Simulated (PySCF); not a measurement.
**One shape, several levels: CCl2F (SMILES F[C](Cl)Cl)**

Wanted: a comparison of 6 runs (U-r2SCAN/STO-3G, U-wB97X-V/STO-3G, NEVPT2(3,3)/STO-3G, UCCSDT/STO-3G, ROCCSD(T)/STO-3G, FCI/STO-3G) of CCl2F. Input form: a Python script.

The calculation is run with PySCF 2.14.0.

2 further runs of the same task are left out: 2 set aside as unsound or not needed.

### 1 Starting point

The species is CCl2F (4 atoms), meant as a doublet with charge 0. As SMILES, `F[C](Cl)Cl`. Geometry: relaxed at PBE0-D4/def2-TZVP.

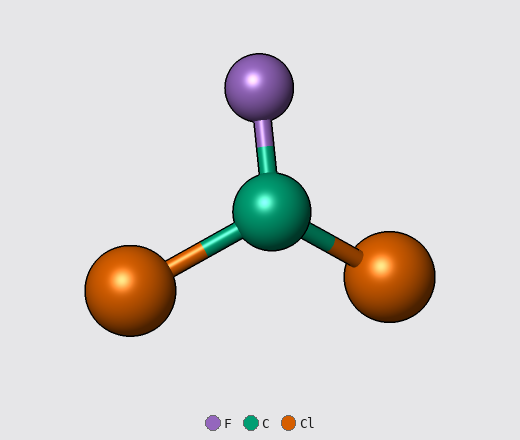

The structure, seen from a chosen angle (fluorine purple, carbon teal, chlorine orange).

### 2 The energy at U-r2SCAN/STO-3G (run 1)

File job.py:

```python
from pyscf import gto, dft

molecule = gto.M(
    atom='''
F      1.205900    -0.078500     0.647400
C     -0.037200     0.107600     0.242900
Cl    -0.933800    -1.339900     0.108000
Cl    -0.179400     1.250500    -1.018500
''',
    verbose=3,
    spin=1,
    basis='sto-3g',
    charge=0,
    max_memory=1860,
)

mf = dft.UKS(molecule)
mf.xc = 'r2scan'
mf.conv_tol = 1e-10
mf.grids.level = 5
mf.kernel()
if not mf.converged:
    mf = mf.newton().run(mf.mo_coeff, mf.mo_occ)

e_tot = mf.e_tot
print(f'total energy: {e_tot:.8f} hartree')
```

On the command line:

```console
$ OMP_NUM_THREADS=1 python job.py
```

The program printed:

```text
WARN: HOMO -0.155030071495258 >= LUMO -0.155030071495261

converged SCF energy = -1046.28061182531  <S^2> = 0.75151712  2S+1 = 2.0015165
total energy: -1046.28061183 hartree
```

Wall time 8.4 s (1 thread of Intel Xeon Platinum 8375C at 2.90GHz (Ice Lake), shared host); peak memory 0.26 GiB.

### 3 The energy at U-wB97X-V/STO-3G (run 2)

File job.py:

```python
from pyscf import gto, dft

mol = gto.M(
    atom='''
F      1.205900    -0.078500     0.647400
C     -0.037200     0.107600     0.242900
Cl    -0.933800    -1.339900     0.108000
Cl    -0.179400     1.250500    -1.018500
''',
    charge=0,
    max_memory=1860,
    verbose=3,
    spin=1,
    basis='sto-3g',
)

myscf = dft.UKS(mol)
myscf.xc = 'wb97x-v'
myscf.conv_tol = 1e-10
myscf.nlcgrids.level = 1
myscf.grids.level = 5
myscf.kernel()
if not myscf.converged:
    myscf = myscf.newton().run(myscf.mo_coeff, myscf.mo_occ)

e_final = myscf.e_tot
print(f'total energy: {e_final:.8f} hartree')
```

On the command line:

```console
$ OMP_NUM_THREADS=1 python job.py
```

The program printed:

```text
WARN: HOMO -0.109777183104338 >= LUMO -0.109777183104339

converged SCF energy = -1046.21431385568  <S^2> = 0.75169089  2S+1 = 2.0016902
total energy: -1046.21431386 hartree
```

Wall time 30 s (1 thread of Intel Xeon Platinum 8375C at 2.90GHz (Ice Lake), shared host); peak memory 0.24 GiB.

Run 3 isn't shown in full; the table further down has it.

### 4 The energy at UCCSDT/STO-3G (run 4)

File input.py:

```python
from pyscf import gto, cc

system = gto.M(
    atom='''
F        1.205900      -0.078500       0.647400
C       -0.037200       0.107600       0.242900
Cl      -0.933800      -1.339900       0.108000
Cl      -0.179400       1.250500      -1.018500
''',
    spin=1,
    verbose=4,
    charge=0,
    max_memory=1860,
    basis='sto-3g',
)

calc0 = system.UHF()
calc0.conv_tol = 1e-10
calc0.kernel()
if not calc0.converged:
    calc0 = calc0.newton().run(calc0.mo_coeff, calc0.mo_occ)

mycc = cc.CCSDT(calc0, frozen=12)
mycc.kernel()
e_final = mycc.e_tot
print(f'total energy: {e_final:.8f} hartree')
```

On the command line:

```console
$ OMP_NUM_THREADS=1 python input.py
```

The program printed:

```text
PySCF version 2.14.0

[INPUT] num. atoms = 4
[INPUT] num. electrons = 49
[INPUT] charge = 0
[INPUT] spin (= nelec alpha-beta = 2S) = 1
[INPUT] symmetry False subgroup None
[INPUT] Mole.unit = angstrom
[INPUT] Symbol           X                Y                Z      unit          X                Y                Z       unit  Magmom
[INPUT]  1 F      1.205900000000  -0.078500000000   0.647400000000 AA    2.278820733613  -0.148343500778   1.223408693043 Bohr   0.0
[INPUT]  2 C     -0.037200000000   0.107600000000   0.242900000000 AA   -0.070297811834   0.203334531003   0.459014475657 Bohr   0.0
[INPUT]  3 Cl    -0.933800000000  -1.339900000000   0.108000000000 AA   -1.764626255119  -2.532044034305   0.204090421453 Bohr   0.0
[INPUT]  4 Cl    -0.179400000000   1.250500000000  -1.018500000000 AA   -0.339016866747   2.363102518769  -1.924686057870 Bohr   0.0

nuclear repulsion = 200.857217679137
number of shells = 16
number of NR pGTOs = 84
number of NR cGTOs = 28
basis = sto-3g
ecp = {}

[... 69 lines left out ...]
converged SCF energy = -1044.53621965578  <S^2> = 0.75768235  2S+1 = 2.0076676
[... 17 lines left out ...]
WARN: A large `blksize_v_aaa` is being used, which may cause large memory consumption
[... 3 lines left out ...]
WARN: A large `blksize_v_aab` is being used, which may cause large memory consumption
[... 7 lines left out ...]
Init t2, MP2 energy = -0.0749934747278359
[... 18 lines left out ...]
UCCSDT converged
[... 3 lines left out ...]
total energy: -1044.63437955 hartree
```

It took 3.6 s on 1 thread of Intel Xeon Platinum 8375C at 2.90GHz (Ice Lake), shared host; peak memory 0.13 GiB.

Run 5 isn't shown in full; the table further down has it.

### 5 The energy at FCI/STO-3G (run 6)

File input.xyz:

```xyz
4
CCl2F
F      1.205900    -0.078500     0.647400
C     -0.037200     0.107600     0.242900
Cl    -0.933800    -1.339900     0.108000
Cl    -0.179400     1.250500    -1.018500
```

File run.py:

```python
from pyscf import gto, scf, mcscf

mol = gto.M(
    atom='input.xyz',
    max_memory=1860,
    verbose=3,
    spin=1,
    charge=0,
    basis='sto-3g',
)

mf = scf.ROHF(mol)
mf.conv_tol = 1e-10
mf.kernel()
if not mf.converged:
    mf = mf.newton().run(mf.mo_coeff, mf.mo_occ)

cas = mcscf.CASCI(mf, mf.mo_coeff.shape[-1] - 12, (mol.nelec[0] - 12, mol.nelec[1] - 12))  # full CI above the frozen core
cas.fix_spin_(ss=0.75)
cas.kernel()
e_tot = cas.e_tot
print(f'total energy: {e_tot:.8f} hartree')
```

On the command line:

```console
$ OMP_NUM_THREADS=1 python run.py
```

The program printed:

```text
converged SCF energy = -1044.53469594056
CASCI E = -1044.63433879061  E(CI) = -115.719238878216  S^2 = 0.7500000
total energy: -1044.63433879 hartree
```

Wall time 18 s (1 thread of Intel Xeon Platinum 8375C at 2.90GHz (Ice Lake), shared host); peak memory 0.34 GiB.

### 6 Overview of the runs

```
run               level  nlc grid  integration grid   energy (Eh)  dipole moment (D) of the reference   ⟨S²⟩  wall time
  1     U-r2SCAN/STO-3G         –                 5  -1046.280612                                1.09  0.752      8.4 s
  2    U-wB97X-V/STO-3G         1                 5  -1046.214314                                1.12  0.752       30 s
  3  NEVPT2(3,3)/STO-3G         –                 –  -1044.615359                                0.81      –      1.2 s
  4       UCCSDT/STO-3G         –                 –  -1044.634380                                0.81  0.758      3.6 s
  5    ROCCSD(T)/STO-3G         –                 –  -1044.633520                                0.81  0.750     0.93 s
  6          FCI/STO-3G         –                 –  -1044.634339                                0.81      –       18 s
```

### 7 What came out

```
                                           quantity           value
                                run 6: total energy  -1044.63434 Eh
        run 6: dipole moment (Hartree–Fock density)          0.81 D
run 6: correlation energy (12 core orbitals frozen)       -99.6 mEh
```

**Reading.** Against full CI in this basis: UCCSDT -0.0 mEh; ROCCSD(T) +0.8 mEh. Totals of different functionals can't be ranked against each other. In runs 1, 2, 3, 4, 5, 6 the basis is minimal, so the values are rough. All runs together took 63 s, the longest 30 s.
